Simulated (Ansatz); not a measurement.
# CH6Ge (SMILES [CH3][GeH3]): HF/3-21G

Aim: the electronic atomisation energy of CH6Ge at HF/3-21G, from 4 runs. 

The calculation is run with Ansatz 0.2.0.

28 further runs of the same task are left out: 28 set aside as unsound or not needed.

**1. Starting point**

The species is CH6Ge (8 atoms), meant as a singlet with charge 0. SMILES: `[CH3][GeH3]`. The coordinates come from a PBE0-D4/def2-TZVP relaxation.

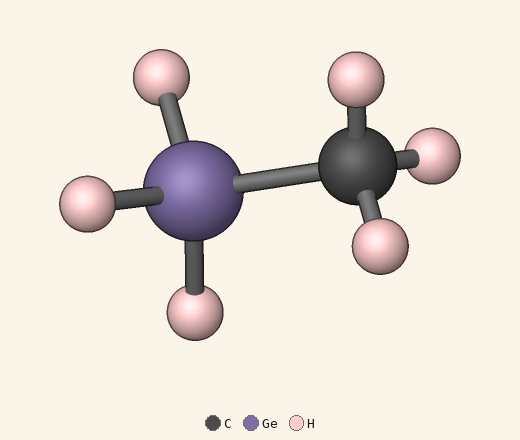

Viewed from a chosen angle; carbon dark grey, germanium purple, hydrogen pink.

**2. A single-point energy at HF/3-21G**

molecule.yaml

```yaml
crystal:
  periodic: [false, false, false]
  atoms:
    - {symbol: C, position_ang: [-0.310900, 0.190300, -0.971400]}
    - {symbol: Ge, position_ang: [0.296900, -0.181900, 0.846700]}
    - {symbol: H, position_ang: [-1.380100, 0.404200, -0.976500]}
    - {symbol: H, position_ang: [0.218800, 1.052200, -1.378400]}
    - {symbol: H, position_ang: [-0.124600, -0.669400, -1.616000]}
    - {symbol: H, position_ang: [0.030700, 1.028200, 1.760100]}
    - {symbol: H, position_ang: [1.807100, -0.479600, 0.857700]}
    - {symbol: H, position_ang: [-0.445700, -1.401200, 1.422100]}
basis:
  gaussian:
    orbitals: 3-21G-spherical.json
hamiltonian:
  xc: hf
accuracy: high
output:
  orbitals: {seedname: orbitals}
```

The basis set 3-21G is read from a file made from the Basis Set Exchange's data (not shown).

Started as:

```bash
ansatz run molecule.yaml --threads 1 --pin off --max-ram 3480MiB --events-out events.jsonl --progress --plain --runs-dir runs
```

What it wrote:

```text
Warning: RAYON_NUM_THREADS=1 ignored (pool sized by the plan → 1); use --threads N
Functional definition: HF
  name "HF"
  exchange = exact_x
  correlation = 0
838 factors; integrals over basis functions are off by at most 4.7e-9 eV
mean field evaluation 1: about -57318.7894 eV, gradient 1.7e1 eV
mean field evaluation 2: about -57318.9513 eV, gradient 1.7e1 eV
mean field evaluation 4: about -57319.7591 eV, gradient 1.5e0 eV
mean field evaluation 8: about -57319.7654 eV, gradient 7.1e-4 eV
mean field -57319.76539141 eV, -2106.4625254018 hartree, gradient 5.7e-9 eV, S^2 0.000000; 0 other end points of the search recorded, 0 dependent functions left out
reference -57319.76539141 eV, -2106.4625254018 hartree; 22, 22 occupied and 21, 21 virtual orbitals, 838 factors
Total energy: -57319.76539141 eV, -2106.4625254018 hartree
```

Run time: 0.44 s. Hardware: 1 thread of Arm Neoverse V1, shared host.

**3. The C atom at the same level**

run.yaml

```yaml
crystal:
  periodic: [false, false, false]
  atoms:
    - {symbol: C, position_ang: [0.000000, 0.000000, 0.000000]}
basis:
  gaussian: {orbitals: 3-21G.json}
magnetization: {spin_polarized: true, initial_magnetization: 2}
hamiltonian: {xc: hf}
accuracy: high
```

The basis set 3-21G is read from a file made from the Basis Set Exchange's data (not shown).

Run the same way, it converges to -37.48107 Eh (log not shown).

**4. The Ge atom, same level**

run.yaml

```yaml
crystal:
  periodic: [false, false, false]
  atoms:
    - {symbol: Ge, position_ang: [0.000000, 0.000000, 0.000000]}
basis:
  gaussian: {orbitals: 3-21G-spherical.json}
accuracy: high
hamiltonian: {xc: hf}
magnetization: {spin_polarized: true, initial_magnetization: 2}
```

The basis set 3-21G is read from a file made from the Basis Set Exchange's data (not shown).

Run the same way, it converges to -2065.29167 Eh (log not shown).

**5. The H atom, same level**

input.yaml

```yaml
crystal:
  periodic: [false, false, false]
  atoms:
    - {symbol: H, position_ang: [0.000000, 0.000000, 0.000000]}
basis:
  gaussian:
    orbitals: 3-21G.json
magnetization:
  spin_polarized: true
  initial_magnetization: 1
hamiltonian:
  xc: hf
accuracy: high
```

The basis set 3-21G is read from a file made from the Basis Set Exchange's data (not shown).

Run the same way, it converges to -0.49620 Eh (log not shown).

**6. What came out**

Level: HF/3-21G.

| quantity | value |
| --- | --- |
| molecule: total energy | -2106.46253 Eh |
| molecule: HOMO energy | -11.87 eV |
| molecule: LUMO energy | 4.69 eV |
| molecule: HOMO–LUMO gap | 16.56 eV |
| C atom: total energy | -37.48107 Eh |
| C atom: ⟨S²⟩ | 2.001 |
| Ge atom: total energy | -2065.29167 Eh |
| Ge atom: ⟨S²⟩ | 2.000 |
| H atom: total energy | -0.49620 Eh |
| H atom: ⟨S²⟩ | 0.750 |
| electronic atomisation energy | 19.391 eV |

In words: Taking the molecule apart into free atoms costs 19.39 eV (447 kcal/mol), before zero-point energy and without spin-orbit coupling. Hartree–Fock lacks the correlation of the bonding pairs, which as a rule makes this value much too low; in minimal bases other errors can mask that. The basis has no polarisation functions, which makes bonds too weak.
